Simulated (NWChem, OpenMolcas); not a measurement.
**How basis sets differ on CH5BFN (SMILES CB(N)F)**

CH5BFN: 9 atoms, total charge 0, spin state singlet. As SMILES, `CB(N)F`. The shape is that of a PBE0-D4/def2-TZVP optimisation.

Each level gives the dipole moment (D). The values are calculated.

```tsv
level	kind	program	value (D)	CPU time
HF/ANO-R0 (sfX2C)	Hartree–Fock	OpenMolcas	1.88	1.8 s
HF/ANO-RCC-MB (DKH2)	Hartree–Fock	OpenMolcas	2.53	4.5 s
HF/STO-3G	Hartree–Fock	NWChem	1.62	1.8 s
HF/3-21G	Hartree–Fock	NWChem	2.44	2.1 s
HF/cc-pVDZ	Hartree–Fock	OpenMolcas	2.33	5.7 s
```

The values span 1.62 to 2.53 D. Magnitudes only. Sets without polarisation functions give poor dipoles. CPU times are rough (shared hosts, several kinds of processor and program).

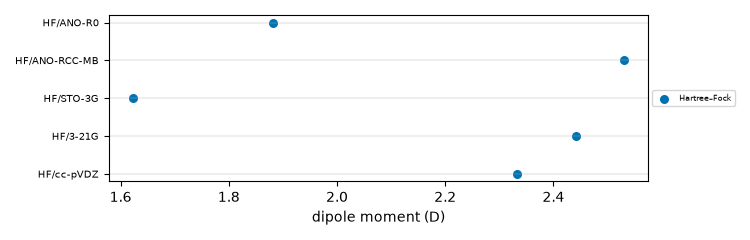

The values of the table, level by level.
